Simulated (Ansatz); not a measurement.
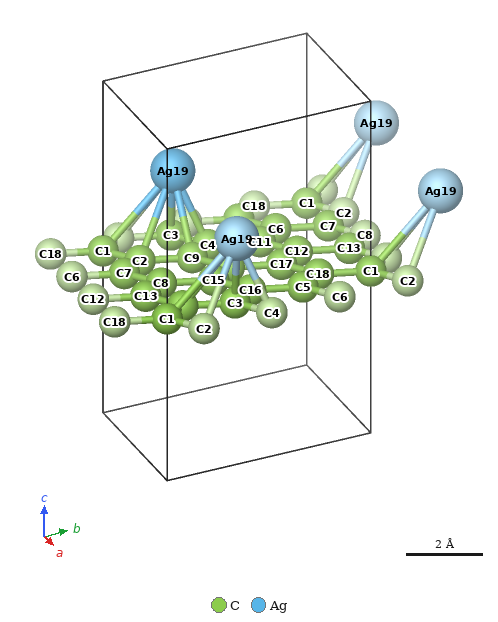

Figure 1. The structure as given in the input (ball-and-stick view of the cell of the calculation, with the vacuum cut short, seen slightly off an axis; neighbours outside the cell are drawn fainter; atoms are numbered from 1 in the order of the input).

# AgC$_{18}$: geometry relaxation (part 1 of 2)

System: AgC$_{18}$ (slab, 19 atoms in the cell).
Method: DFT PBEsol, scalar-relativistic, plane waves, PAW, spin-polarised (Ansatz 0.2.0).

It belongs to a series of runs on one base structure; here: end point A relaxed. Figures and captions count atoms from 1; the log counts them from 0 in places.

### Input
```yaml
crystal:
  lattice:
    - [7.398, 0.0, 0.0]
    - [-3.699, 6.406856, 0.0]
    - [0.0, 0.0, 12.0]
  atoms:
    - { symbol: C, position: [0.0, 0.0, 0.0833333] }
    - { symbol: C, position: [0.2222222, 0.1111111, 0.0833333] }
    - { symbol: C, position: [0.0, 0.3333333, 0.0833333] }
    - { symbol: C, position: [0.2222222, 0.4444444, 0.0833333] }
    - { symbol: C, position: [0.0, 0.6666667, 0.0833333] }
    - { symbol: C, position: [0.2222222, 0.7777778, 0.0833333] }
    - { symbol: C, position: [0.3333333, 0.0, 0.0833333] }
    - { symbol: C, position: [0.5555556, 0.1111111, 0.0833333] }
    - { symbol: C, position: [0.3333333, 0.3333333, 0.0833333] }
    - { symbol: C, position: [0.5555556, 0.4444444, 0.0833333] }
    - { symbol: C, position: [0.3333333, 0.6666667, 0.0833333] }
    - { symbol: C, position: [0.5555556, 0.7777778, 0.0833333] }
    - { symbol: C, position: [0.6666667, 0.0, 0.0833333] }
    - { symbol: C, position: [0.8888889, 0.1111111, 0.0833333] }
    - { symbol: C, position: [0.6666667, 0.3333333, 0.0833333] }
    - { symbol: C, position: [0.8888889, 0.4444444, 0.0833333] }
    - { symbol: C, position: [0.6666667, 0.6666667, 0.0833333] }
    - { symbol: C, position: [0.8888889, 0.7777778, 0.0833333] }
    - { symbol: Ag, position: [0.1402564, 0.2982481, 0.255], spin: 1.0 }
magnetization:
  spin_polarized: true
basis:
  ecutwfc: 420.0
kpoints:
  mp_grid: { grid: [2, 2, 1] }
hamiltonian:
  xc: pbesol
scf:
  occupations: { method: fermi_dirac, width: 0.02 }
  lower_state_search: "off"
relax:
  f_tol: 0.03
  max_steps: 60
  adjacent_minimum: "off"
```

Run on 2 threads of Arm Neoverse V2, 24 GiB of memory available, shared host.

Launch command:
```bash
ansatz run input.yaml --threads 2 --pin off --max-ram 5120MiB --backend cpu --events-out ev --progress --plain --runs-dir out
```

### Output
```
Engine: ansatz 0.2.0, aarch64-unknown-linux-gnu
Pseudopotentials: kind: paw
Pseudopotential: C, paw, valence charge 4, recommended cutoff 420 eV (normal), C.paw.azcp
Pseudopotential: Ag, paw, valence charge 19, recommended cutoff 420 eV (normal), Ag.paw.azcp
Functional definition: PBEsol
  exchange = pbesol_x
  correlation = pbesol_c
Crystal: 19 atoms, lattice volume = 568.775 Å³
Basis set: ecut = 420 eV, 11177 PW (Γ), exchange–correlation on 100×100×162 points (8 copies of the dense FFT grid, shifted against one another)
Bands: 65, of which v1, the nominal top of the filled ones, is band 46 counted from 1 (45 counted from 0)
Symmetry: 1 space group operations
Space group: P1 (ITA 1), of the structure as read, at distance tolerance 8.3e-5 Å
Magnetic group: BNS 1.1 (UNI 1), of the structure as read, at distance tolerance 8.3e-5 Å
k-points: 4
Non-local potential: C, projectors of the file, l = 0: 2, l = 1: 2, l = 2: 1
Non-local potential: Ag, projectors of the file, l = 0: 3, l = 1: 2, l = 2: 2, l = 3: 1
PAW form: soft (Blöchl's): semilocal exchange-correlation on the pseudo side does not see the compensation charge
PAW frozen core: C, regenerated for the run's functional, and the local potential with it (the file was generated under x = pbe(κ = 0.804, μ = 0.2195149727645171), c = pbe(β = 0.06672455060314922))
PAW frozen core: Ag, regenerated for the run's functional, and the local potential with it (the file was generated under x = pbe(κ = 0.804, μ = 0.2195149727645171), c = pbe(β = 0.06672455060314922))
PAW one-centre angular grid: C, 110 points (default); XC on 64 Gauss nodes
PAW one-centre angular grid: Ag, 590 points (default); XC on 64 Gauss nodes
Initial density: superposition of atomic densities (neutral atoms: chi_scale 0, normalization atom)
Starting moments: Σ|m| = 1 μB on 1 of 19 sites
Initial wavefunctions: pseudopotential atomic-orbital guess
Functional: x = pbesol(κ = 0.804, μ = 0.12345679012345678), c = pbesol(β = 0.046)
SCF iter   1: F=—  HF=-11972.286380 eV  |F-HF|=—  |Δ(HF+E_count)|=         —  Δρ=4.06e-2 (↑4.06e-2 ↓3.50e-2)  dr2=4.28e1  dr2_m=5.15e-1  M=0.000 μB ∫|m|=0.387 μB  β_m=0.30  ethr=3.10e-3  ⟨swp⟩=8.6  Hψ=2594  notcnv=0  defer=46
preconditioner: auto → Resta (q_TF=auto, 2.010 Å⁻¹)  ε∞=1.9  [insulator: Δε(μ)=0.578 eV  Ē_g=14.927 eV  σ=0.020 eV  W_gap=1.00  n_scr=84 (ndim 8)  ℏωp=14.2 eV  f_vac=0.612  D(μ)=0.00/eV (n_scr^D=0)  ε∞_Penn≈1.9  vacuum switching on, ρ_ref=1.6e-2 e/Å³]
spin=Collinear: Resta preconditioning applied to the charge; magnetization (m = ρ↑ − ρ↓) channel mixes plain (no charge-response kernel on spin).
SCF iter   2: F=—  HF=-11963.148024 eV  |F-HF|=—  |Δ(HF+E_count)|=    9.14e0  Δρ=2.64e-2 (↑2.25e-2 ↓2.64e-2)  dr2=1.14e1  dr2_m=4.22e-1  M=0.000 μB ∫|m|=0.070 μB  β_m=0.30  ethr=3.10e-3  ⟨swp⟩=4.2  Hψ=1132  notcnv=0  defer=106
SCF iter   3: F=—  HF=-11959.567204 eV  |F-HF|=—  |Δ(HF+E_count)|=    3.58e0  Δρ=1.25e-2 (↑1.21e-2 ↓1.25e-2)  dr2=2.17e0  dr2_m=1.93e-1  M=0.366 μB ∫|m|=0.414 μB  β_m=0.30  ethr=3.10e-3  ⟨swp⟩=5.8  Hψ=1123  notcnv=0  defer=96
SCF iter   4: F=—  HF=-11959.096457 eV  |F-HF|=—  |Δ(HF+E_count)|=   4.71e-1  Δρ=8.01e-3 (↑8.01e-3 ↓5.60e-3)  dr2=8.25e-1  dr2_m=1.22e-1  M=0.004 μB ∫|m|=0.064 μB  β_m=0.30  ethr=2.38e-3  ⟨swp⟩=3.2  Hψ=942  notcnv=0  defer=104
SCF iter   5: F=—  HF=-11959.305452 eV  |F-HF|=—  |Δ(HF+E_count)|=   2.09e-1  Δρ=8.83e-3 (↑8.16e-3 ↓8.83e-3)  dr2=8.02e0  dr2_m=6.08e-2  M=0.038 μB ∫|m|=0.091 μB  β_m=0.30  ethr=9.07e-4  ⟨swp⟩=4.4  Hψ=721  notcnv=0  defer=104
SCF iter   6: F=—  HF=-11959.170149 eV  |F-HF|=—  |Δ(HF+E_count)|=   1.35e-1  Δρ=3.84e-3 (↑3.84e-3 ↓2.90e-3)  dr2=8.73e-1  dr2_m=3.25e-2  M=0.000 μB ∫|m|=0.023 μB  β_m=0.30  ethr=9.07e-4  ⟨swp⟩=4.8  Hψ=831  notcnv=0  defer=96
SCF iter   7: F=—  HF=-11959.158804 eV  |F-HF|=—  |Δ(HF+E_count)|=   1.13e-2  Δρ=3.12e-3 (↑3.12e-3 ↓2.54e-3)  dr2=8.03e-1  dr2_m=1.66e-2  M=0.000 μB ∫|m|=0.018 μB  β_m=0.30  ethr=9.07e-4  ⟨swp⟩=1.0  Hψ=600  notcnv=0  defer=96
Mixer restart at iter 7: flushing history
spin-set hold released at iteration 7 (site moments contracting): the magnetisation degrees of freedom join the quasi-Newton model from the next iteration; the mixer history was flushed
SCF iter   8: F=—  HF=-11959.025950 eV  |F-HF|=—  |Δ(HF+E_count)|=   1.33e-1  Δρ=3.99e-3 (↑3.99e-3 ↓3.03e-3)  dr2=1.48e0  dr2_m=1.24e-2  M=0.429 μB ∫|m|=0.450 μB  β_m=0.17  ethr=8.82e-4  ⟨swp⟩=3.9  Hψ=688  notcnv=0  defer=99
SCF iter   9: F=—  HF=-11959.023306 eV  |F-HF|=—  |Δ(HF+E_count)|=   2.64e-3  Δρ=2.02e-3 (↑2.02e-3 ↓1.84e-3)  dr2=3.08e-1  dr2_m=8.81e-3  M=0.007 μB ∫|m|=0.047 μB  β_m=0.08  ethr=8.82e-4  ⟨swp⟩=2.2  Hψ=593  notcnv=0  defer=101
SCF iter  10: F=—  HF=-11958.993393 eV  |F-HF|=—  |Δ(HF+E_count)|=   2.99e-2  Δρ=1.38e-3 (↑8.53e-4 ↓1.38e-3)  dr2=1.76e-2  dr2_m=5.29e-3  M=0.122 μB ∫|m|=0.174 μB  β_m=0.14  ethr=3.39e-4  ⟨swp⟩=1.8  Hψ=449  notcnv=0  defer=104
SCF iter  11: F=—  HF=-11959.115347 eV  |F-HF|=—  |Δ(HF+E_count)|=   1.22e-1  Δρ=5.95e-3 (↑5.95e-3 ↓4.17e-3)  dr2=3.80e0  dr2_m=9.47e-3  M=0.464 μB ∫|m|=0.500 μB  β_m=0.24  ethr=1.94e-5  ⟨swp⟩=5.2  Hψ=892  notcnv=0  defer=104
SCF iter  12: F=—  HF=-11959.061696 eV  |F-HF|=—  |Δ(HF+E_count)|=   5.37e-2  Δρ=5.39e-3 (↑5.39e-3 ↓2.43e-3)  dr2=1.95e0  dr2_m=2.46e-2  M=0.697 μB ∫|m|=0.748 μB  β_m=0.29  ethr=1.94e-5  ⟨swp⟩=2.5  Hψ=656  notcnv=0  defer=104
SCF iter  13: F=—  HF=-11959.054181 eV  |F-HF|=—  |Δ(HF+E_count)|=   7.51e-3  Δρ=4.97e-3 (↑4.97e-3 ↓1.89e-3)  dr2=1.36e0  dr2_m=2.82e-2  M=0.782 μB ∫|m|=0.880 μB  β_m=0.11  ethr=1.94e-5  ⟨swp⟩=2.8  Hψ=523  notcnv=0  defer=104
SCF iter  14: F=—  HF=-11959.100881 eV  |F-HF|=—  |Δ(HF+E_count)|=   4.67e-2  Δρ=4.63e-3 (↑4.63e-3 ↓1.88e-3)  dr2=1.29e0  dr2_m=2.18e-2  M=0.877 μB ∫|m|=1.020 μB  β_m=0.10  ethr=1.94e-5  ⟨swp⟩=4.2  Hψ=691  notcnv=0  defer=104
SCF iter  15: F=—  HF=-11959.151488 eV  |F-HF|=—  |Δ(HF+E_count)|=   5.06e-2  Δρ=3.96e-3 (↑3.96e-3 ↓2.24e-3)  dr2=1.31e0  dr2_m=1.03e-2  M=1.002 μB ∫|m|=1.136 μB  β_m=0.27  ethr=1.94e-5  ⟨swp⟩=5.6  Hψ=871  notcnv=0  defer=106
SCF iter  16: F=—  HF=-11959.024470 eV  |F-HF|=—  |Δ(HF+E_count)|=   1.27e-1  Δρ=3.26e-3 (↑2.16e-3 ↓3.26e-3)  dr2=1.17e0  dr2_m=2.83e-3  M=1.258 μB ∫|m|=1.357 μB  β_m=0.42  ethr=1.94e-5  ⟨swp⟩=6.4  Hψ=1275  notcnv=0  defer=100
SCF iter  17: F=—  HF=-11958.966179 eV  |F-HF|=—  |Δ(HF+E_count)|=   5.83e-2  Δρ=2.68e-3 (↑2.16e-3 ↓2.68e-3)  dr2=8.90e-1  dr2_m=1.98e-3  M=1.264 μB ∫|m|=1.346 μB  β_m=0.71  ethr=1.94e-5  ⟨swp⟩=4.2  Hψ=848  notcnv=0  defer=103
SCF iter  18: F=—  HF=-11958.879749 eV  |F-HF|=—  |Δ(HF+E_count)|=   8.64e-2  Δρ=2.17e-3 (↑7.86e-4 ↓2.17e-3)  dr2=2.84e-1  dr2_m=2.93e-3  M=1.225 μB ∫|m|=1.319 μB  β_m=0.69  ethr=1.94e-5  ⟨swp⟩=4.4  Hψ=872  notcnv=0  defer=103
SCF iter  19: F=—  HF=-11958.983546 eV  |F-HF|=—  |Δ(HF+E_count)|=   1.04e-1  Δρ=5.22e-3 (↑5.22e-3 ↓3.31e-3)  dr2=9.52e-1  dr2_m=6.80e-2  M=0.027 μB ∫|m|=0.372 μB  β_m=0.47  ethr=1.94e-5  ⟨swp⟩=5.0  Hψ=1037  notcnv=0  defer=104  recentre
SCF iter  20: F=—  HF=-11958.994444 eV  |F-HF|=—  |Δ(HF+E_count)|=   1.09e-2  Δρ=2.46e-3 (↑2.46e-3 ↓1.22e-3)  dr2=1.91e-1  dr2_m=1.33e-2  M=0.248 μB ∫|m|=0.464 μB  β_m=0.43  ethr=1.94e-5  ⟨swp⟩=6.0  Hψ=1234  notcnv=0  defer=106
SCF iter  21: F=—  HF=-11959.011901 eV  |F-HF|=—  |Δ(HF+E_count)|=   1.75e-2  Δρ=1.49e-3 (↑1.49e-3 ↓7.03e-4)  dr2=8.55e-2  dr2_m=4.25e-3  M=0.253 μB ∫|m|=0.459 μB  β_m=0.72  ethr=1.94e-5  ⟨swp⟩=4.6  Hψ=811  notcnv=0  defer=103
SCF iter  22: F=—  HF=-11959.013302 eV  |F-HF|=—  |Δ(HF+E_count)|=   1.40e-3  Δρ=3.37e-4 (↑3.37e-4 ↓2.72e-4)  dr2=5.71e-3  dr2_m=2.07e-4  M=0.405 μB ∫|m|=0.630 μB  β_m=0.58  ethr=1.94e-5  ⟨swp⟩=4.2  Hψ=643  notcnv=0  defer=106
SCF iter  23: F=—  HF=-11959.013357 eV  |F-HF|=—  |Δ(HF+E_count)|=   5.53e-5  Δρ=2.36e-4 (↑2.36e-4 ↓1.41e-4)  dr2=9.84e-4  dr2_m=1.40e-4  M=0.330 μB ∫|m|=0.579 μB  β_m=0.64  ethr=6.28e-6  ⟨swp⟩=1.8  Hψ=517  notcnv=0  defer=104
SCF iter  24: F=—  HF=-11959.013585 eV  |F-HF|=—  |Δ(HF+E_count)|=   2.28e-4  Δρ=2.59e-4 (↑2.59e-4 ↓2.11e-4)  dr2=3.00e-3  dr2_m=1.71e-4  M=0.306 μB ∫|m|=0.585 μB  β_m=0.64  ethr=1.08e-6  ⟨swp⟩=2.1  Hψ=669  notcnv=0  defer=104
SCF iter  25: F=—  HF=-11959.013727 eV  |F-HF|=—  |Δ(HF+E_count)|=   1.42e-4  Δρ=2.14e-4 (↑2.14e-4 ↓1.80e-4)  dr2=1.41e-3  dr2_m=1.40e-4  M=0.301 μB ∫|m|=0.624 μB  β_m=0.22  ethr=1.08e-6  ⟨swp⟩=2.4  Hψ=589  notcnv=0  defer=104
SCF iter  26: F=—  HF=-11959.014147 eV  |F-HF|=—  |Δ(HF+E_count)|=   4.19e-4  Δρ=2.63e-4 (↑2.63e-4 ↓1.69e-4)  dr2=1.99e-3  dr2_m=1.73e-4  M=0.284 μB ∫|m|=0.679 μB  β_m=0.12  ethr=1.08e-6  ⟨swp⟩=2.8  Hψ=814  notcnv=0  defer=104
SCF iter  27: F=—  HF=-11959.014579 eV  |F-HF|=—  |Δ(HF+E_count)|=   4.33e-4  Δρ=2.27e-4 (↑2.27e-4 ↓1.38e-4)  dr2=1.50e-4  dr2_m=1.55e-4  M=0.303 μB ∫|m|=0.789 μB  β_m=0.49  ethr=1.08e-6  ⟨swp⟩=2.2  Hψ=801  notcnv=0  defer=104
SCF iter  28: F=—  HF=-11959.014545 eV  |F-HF|=—  |Δ(HF+E_count)|=   3.40e-5  Δρ=1.95e-4 (↑1.95e-4 ↓1.39e-4)  dr2=8.23e-5  dr2_m=1.42e-4  M=0.299 μB ∫|m|=0.781 μB  β_m=0.74  ethr=1.65e-7  ⟨swp⟩=2.2  Hψ=653  notcnv=0  defer=104
SCF iter  29: F=—  HF=-11959.014524 eV  |F-HF|=—  |Δ(HF+E_count)|=   2.13e-5  Δρ=1.78e-4 (↑1.78e-4 ↓1.44e-4)  dr2=1.41e-5  dr2_m=1.33e-4  M=0.294 μB ∫|m|=0.773 μB  β_m=0.87  ethr=2.47e-8  ⟨swp⟩=2.8  Hψ=1531  notcnv=0
SCF iter  30: F=—  HF=-11959.014680 eV  |F-HF|=—  |Δ(HF+E_count)|=   1.56e-4  Δρ=1.81e-4 (↑1.81e-4 ↓1.27e-4)  dr2=1.13e-4  dr2_m=1.20e-4  M=0.294 μB ∫|m|=0.802 μB  β_m=0.59  ethr=1.55e-8  ⟨swp⟩=4.0  Hψ=1505  notcnv=0
[...]
  greatest PAW one-centre occupation: 1.001 electrons in one spin orbital (limit 2), on the Ag atom at site 18 (counted from 0), in its partial waves of l = 0
relax step   1: F+E_penalty+E_count = -11959.01510578 eV  Δ(F+E_penalty+E_count) = +0.000e0 eV  max|allowed force component| = 1.213e0 eV/Å  Δτ_max = 0.0000 Å  (42 SCF iters, dr2 threshold 2.25e-5 eV, accepted)
Initial density: handed on by an earlier stage of this run
Starting moments: Σ|m| = 1 μB on 1 of 19 sites; this step starts from the density that it was given
Initial wavefunctions: those handed on with the density
preconditioner: auto → LDOS  [metal: Δε(μ)=0.043 eV  Ē_g=13.296 eV  σ=0.020 eV  W_gap=0.48  n_scr=84 (ndim 8)  ℏωp=14.2 eV  f_vac=0.642  D(μ)=10.18/eV (n_scr^D=54)]
spin=Collinear: LDOS preconditioning applied to the charge; magnetization (m = ρ↑ − ρ↓) channel mixes plain (no charge-response kernel on spin).
preconditioner: auto → Resta (q_TF=auto, 2.010 Å⁻¹)  ε∞=2.1  [insulator: Δε(μ)=0.058 eV  Ē_g=13.305 eV  σ=0.020 eV  W_gap=0.62  n_scr=84 (ndim 8)  ℏωp=14.2 eV  f_vac=0.641  D(μ)=8.15/eV (n_scr^D=36)  ε∞_Penn≈2.1  vacuum switching on, ρ_ref=1.3e-2 e/Å³]
spin=Collinear: Resta preconditioning applied to the charge; magnetization (m = ρ↑ − ρ↓) channel mixes plain (no charge-response kernel on spin).
relax step   2: F+E_penalty+E_count = -11959.15353020 eV  Δ(F+E_penalty+E_count) = -1.384e-1 eV  max|allowed force component| = 5.548e-1 eV/Å  Δτ_max = 0.1424 Å  (15 SCF iters, dr2 threshold 9.20e-5 eV, accepted)
preconditioner: auto → Resta (q_TF=auto, 2.010 Å⁻¹)  ε∞=2.2  [insulator: Δε(μ)=0.060 eV  Ē_g=13.166 eV  σ=0.020 eV  W_gap=0.61  n_scr=84 (ndim 8)  ℏωp=14.2 eV  f_vac=0.637  D(μ)=7.30/eV (n_scr^D=34)  ε∞_Penn≈2.2  vacuum switching on, ρ_ref=1.3e-2 e/Å³]
spin=Collinear: Resta preconditioning applied to the charge; magnetization (m = ρ↑ − ρ↓) channel mixes plain (no charge-response kernel on spin).
relax step   3: F+E_penalty+E_count = -11959.22095066 eV  Δ(F+E_penalty+E_count) = -6.742e-2 eV  max|allowed force component| = 1.397e-1 eV/Å  Δτ_max = 0.1949 Å  (14 SCF iters, dr2 threshold 1.92e-5 eV, accepted)
preconditioner: auto → LDOS  [metal: Δε(μ)=0.018 eV  Ē_g=13.161 eV  σ=0.020 eV  W_gap=0.22  n_scr=84 (ndim 8)  ℏωp=14.2 eV  f_vac=0.636  D(μ)=15.68/eV (n_scr^D=110)]
spin=Collinear: LDOS preconditioning applied to the charge; magnetization (m = ρ↑ − ρ↓) channel mixes plain (no charge-response kernel on spin).
relax step   4: F+E_penalty+E_count = -11959.25164070 eV  Δ(F+E_penalty+E_count) = -3.069e-2 eV  max|allowed force component| = 1.558e-1 eV/Å  Δτ_max = 0.2000 Å  (16 SCF iters, dr2 threshold 1.24e-6 eV, accepted)
preconditioner: auto → LDOS  [metal: Δε(μ)=0.029 eV  Ē_g=13.141 eV  σ=0.020 eV  W_gap=0.34  n_scr=84 (ndim 8)  ℏωp=14.2 eV  f_vac=0.635  D(μ)=12.60/eV (n_scr^D=84)]
spin=Collinear: LDOS preconditioning applied to the charge; magnetization (m = ρ↑ − ρ↓) channel mixes plain (no charge-response kernel on spin).
relax step   5: F+E_penalty+E_count = -11959.27257818 eV  Δ(F+E_penalty+E_count) = -2.094e-2 eV  max|allowed force component| = 6.401e-2 eV/Å  Δτ_max = 0.2000 Å  (15 SCF iters, dr2 threshold 1.54e-6 eV, accepted)
preconditioner: auto → LDOS  [metal: Δε(μ)=0.034 eV  Ē_g=13.139 eV  σ=0.020 eV  W_gap=0.40  n_scr=84 (ndim 8)  ℏωp=14.2 eV  f_vac=0.634  D(μ)=13.98/eV (n_scr^D=98)]
spin=Collinear: LDOS preconditioning applied to the charge; magnetization (m = ρ↑ − ρ↓) channel mixes plain (no charge-response kernel on spin).
relax step   6: F+E_penalty+E_count = -11959.28178798 eV  Δ(F+E_penalty+E_count) = -9.210e-3 eV  max|allowed force component| = 8.294e-2 eV/Å  Δτ_max = 0.2000 Å  (17 SCF iters, accepted)
preconditioner: auto → LDOS  [metal: Δε(μ)=0.033 eV  Ē_g=13.139 eV  σ=0.020 eV  W_gap=0.39  n_scr=84 (ndim 8)  ℏωp=14.2 eV  f_vac=0.633  D(μ)=15.42/eV (n_scr^D=98)]
spin=Collinear: LDOS preconditioning applied to the charge; magnetization (m = ρ↑ − ρ↓) channel mixes plain (no charge-response kernel on spin).
relax step   7: F+E_penalty+E_count = -11959.28328004 eV  Δ(F+E_penalty+E_count) = -1.492e-3 eV  max|allowed force component| = 5.246e-2 eV/Å  Δτ_max = 0.1271 Å  (12 SCF iters, dr2 threshold 1.16e-6 eV, accepted)
preconditioner: auto → LDOS  [metal: Δε(μ)=0.038 eV  Ē_g=13.135 eV  σ=0.020 eV  W_gap=0.45  n_scr=84 (ndim 8)  ℏωp=14.2 eV  f_vac=0.633  D(μ)=14.67/eV (n_scr^D=98)]
spin=Collinear: LDOS preconditioning applied to the charge; magnetization (m = ρ↑ − ρ↓) channel mixes plain (no charge-response kernel on spin).
relax step   8: F+E_penalty+E_count = -11959.28359902 eV  Δ(F+E_penalty+E_count) = -3.190e-4 eV  max|allowed force component| = 1.787e-2 eV/Å  Δτ_max = 0.0075 Å  (12 SCF iters, dr2 threshold 1.10e-6 eV, accepted)
preconditioner: auto → LDOS  [metal: Δε(μ)=0.039 eV  Ē_g=13.135 eV  σ=0.020 eV  W_gap=0.45  n_scr=84 (ndim 8)  ℏωp=14.2 eV  f_vac=0.633  D(μ)=14.63/eV (n_scr^D=98)]
spin=Collinear: LDOS preconditioning applied to the charge; magnetization (m = ρ↑ − ρ↓) channel mixes plain (no charge-response kernel on spin).
relax step   9: F+E_penalty+E_count = -11959.28359903 eV  Δ(F+E_penalty+E_count) = -3.482e-9 eV  max|allowed force component| = 1.784e-2 eV/Å  Δτ_max = 0.0000 Å  (5 SCF iters, accepted)
```

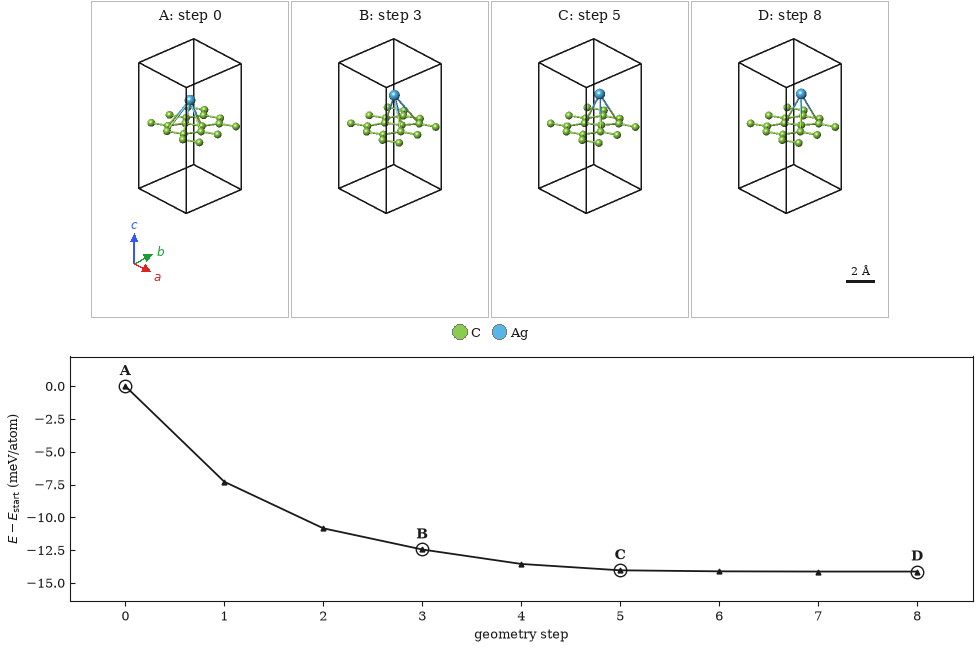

Figure 2. Frames of the relaxation (ball-and-stick view of the cell of the calculation, with the vacuum cut short (origin shifted), seen slightly off an axis) above the curves, on which the letters mark them (the first geometry is step 0 here and step 1 in the log).

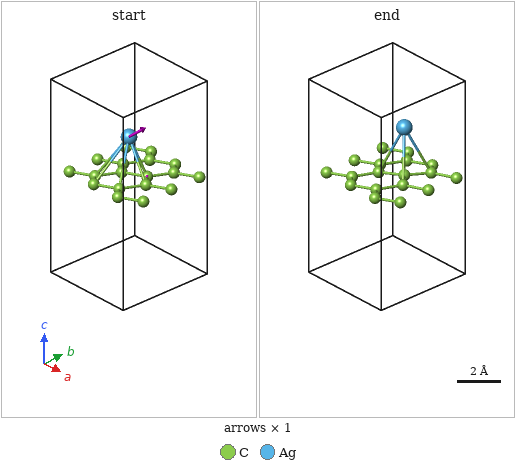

Figure 3. Before (left) and after (right) the relaxation, at one scale (ball-and-stick view of the cell of the calculation, with the vacuum cut short (origin shifted), seen slightly off an axis). The pink arrows give the displacements, at true length. Ag19 moves most: 0.96 Å. Largest moves by element: Ag 0.96 Å, C 0.09 Å. The lattice vectors keep their values. Distances before and after: C1–Ag19 2.811 → 3.758 Å, C14–Ag19 2.654 → 3.485 Å, C2–Ag19 2.714 → 3.476 Å, C3–Ag19 2.378 → 2.819 Å. Among the angles that change: C11–C4–Ag19 114.4° → 93.1°, C14–C3–Ag19 84.6° → 105.8°, C3–C4–Ag19 76.6° → 93.2°. The energy falls by 14.1 meV per atom in 8 geometry steps. The largest force component goes from 1.2 to 0.018 eV/Å. (Atoms are counted from 1 in the order of the input.)
